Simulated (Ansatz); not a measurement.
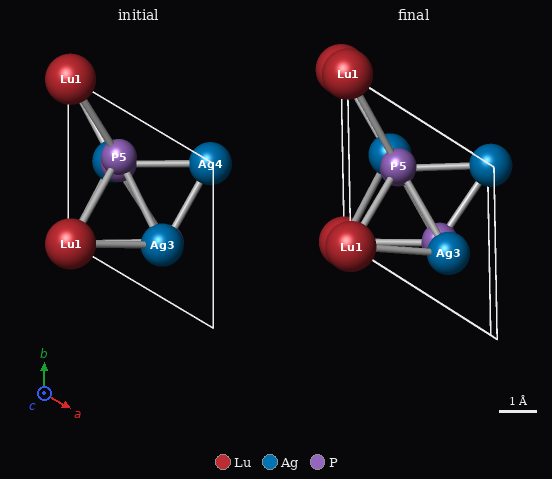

The structure of crystalline LuAg$_{3}$P$_{4}$ (a generated structure, set up in P1) (coarse preliminary run) before (left) and after (right) a relaxation, at one scale.

A ball-and-stick model of the cell of the calculation, seen along the c axis.

These are results of DFT PBE, scalar-relativistic, plane waves, PAW in Ansatz 0.2.0, not measurements. Settings: plane-wave cutoff 420 eV; k-point mesh 6 × 6 × 4; occupations gaussian; smearing width 0.2 eV; no spin polarisation; cell and atoms relaxed; force threshold 0.025 eV/Å; at most 60 steps.

> Summarise the run.

The run was cut off at its time limit before the relaxation converged, so the last structure is only a point on the way. The largest move relative to the cell is that of a P atom, 0.26 Å along [−3 3 1]. By element the largest moves are P 0.26 Å, Ag 0.16 Å, Lu 0.10 Å. The volume changes by +0.6 %, with a 4.658 → 4.792 Å (+2.9 %), b 4.549 → 4.764 Å (+4.7 %), c 8.154 → 7.847 Å (−3.8 %), α 90.1° → 91.9°, β 91.2° → 88.1°, γ 120.7° → 123.5°. Near-neighbour distances that change, for instance: Ag–P 2.647 → 3.082 Å, P–P 2.606 → 2.333 Å, Ag–P 2.428 → 2.684 Å, Lu–P 2.972 → 3.213 Å. Bond angles that change, for instance: Ag–P–P 79.4° → 90.3°, Ag–P–Ag 116.6° → 125.6°, P–Ag–P 116.6° → 125.6°. The space group stays P1 (No. 1). Over 4 geometry steps the energy falls by 44.1 meV per atom. Largest force component: 0.97 eV/Å at the start, 0.17 eV/Å at the end. The pressure goes from 0.17 to −0.15 GPa.
